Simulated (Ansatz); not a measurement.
## Electronic structure of CH4AlF3O (SMILES C[OH+][Al-]([F])([F])[F]) in real space

```yaml
atoms:
  - { symbol: C, position_ang: [0.3470, -1.1025, 0.8233] }
  - { symbol: Al, position_ang: [-0.6098, 1.2316, -0.7085] }
  - { symbol: F, position_ang: [-2.0257, 0.9004, -1.5085] }
  - { symbol: F, position_ang: [0.6481, 1.8812, -1.5949] }
  - { symbol: F, position_ang: [-0.7476, 1.6768, 0.8925] }
  - { symbol: O, position_ang: [0.2891, -0.4519, -0.4516] }
  - { symbol: H, position_ang: [0.9584, -0.5235, 1.5287] }
  - { symbol: H, position_ang: [0.7445, -2.1179, 0.6946] }
  - { symbol: H, position_ang: [-0.6805, -1.1543, 1.1994] }
  - { symbol: H, position_ang: [1.1595, -0.3910, -0.8719] }
```

Geometry: PBE0-D4/def2-SVP.

Theory: isolated molecule in a Gaussian basis; Kohn-Sham density functional theory, functional PBE0 (Ansatz).

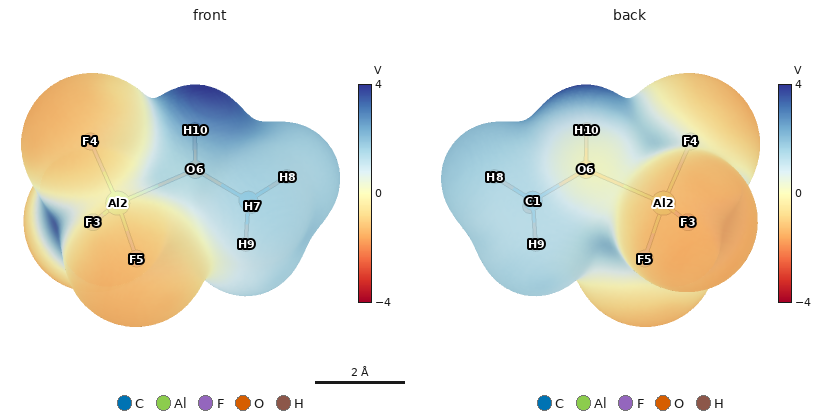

Figure 1. The molecular electrostatic potential painted on the density surface at 0.002 e/bohr³, seen from the front and from behind; the colour scale runs from red (negative) to blue (positive).

Question: Which sites attract a positive test charge, and which a negative one?

Answer: A positive charge is drawn to the negative regions and a negative charge to the positive ones. The most negative region (about −1.6 V) lies over F3, the most positive (about +3.9 V) over H10.

Question: What dipole moment does the calculation give?

Answer: Its dipole moment is 5.86 D.

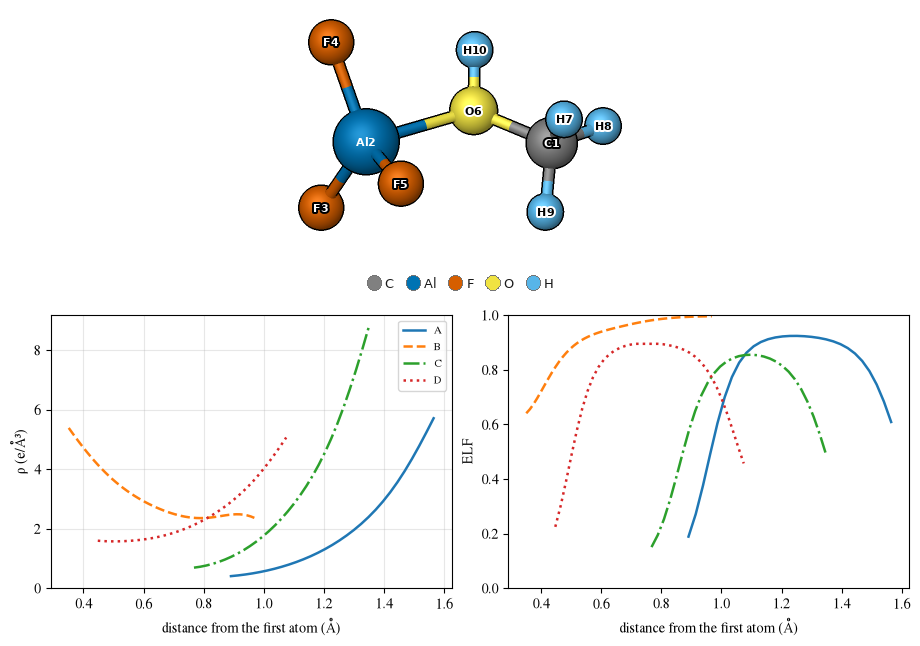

Figure 2. Total electron density and ELF along straight lines between neighbouring atoms. The curves leave out the atomic cores. The structure is drawn too.

Question: Which curve belongs to which contact (Al–F, Al–O, C–O and O–H)? The first atom named is at distance zero.

Answer: Curve A: Al–O (1.93 Å): the density is about 0.5 e/Å³ at the midpoint; the ELF peaks at about 0.90 in the valence shell of O, 0.7 Å from its nucleus, and is about 0.50 at the midpoint. Curve B: O–H (0.97 Å): ρ is about 3.8 e/Å³ halfway; the ELF climbs to about 1 towards the hydrogen, as it does in any bond to H; a covalent bond by its length. Curve C: Al–F (1.66 Å): ρ at the midpoint is about 0.82 e/Å³; the ELF peaks at about 0.85 in the valence shell of F, 0.6 Å from its nucleus, and is about 0.35 at the midpoint. Curve D: C–O (1.43 Å): ρ is about 1.9 e/Å³ halfway, with its minimum of 1.6 e/Å³ about 0.5 Å from C; the ELF peaks at about 0.90 between the atoms; a shared but strongly polarised pair.

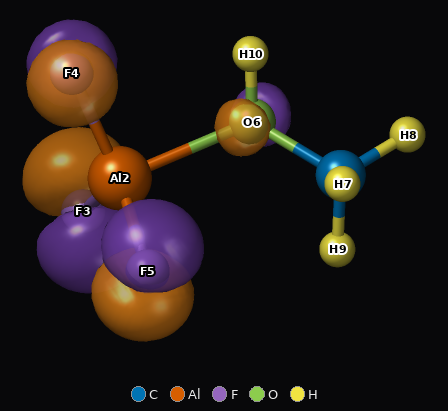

Figure 3. The HOMO−1 at ±0.15 Å⁻³ᐟ² (orange and purple are the two phases), seen across its widest extent.

Question: Where does this orbital lie, and at what energy?

Answer: By Hirshfeld shares it lies mainly on F3 (about 40 %), F5 (about 30 %) and F4 (about 20 %); largely a combination of lone pairs on F3, F5 and F4. Its energy is −10.70 eV.
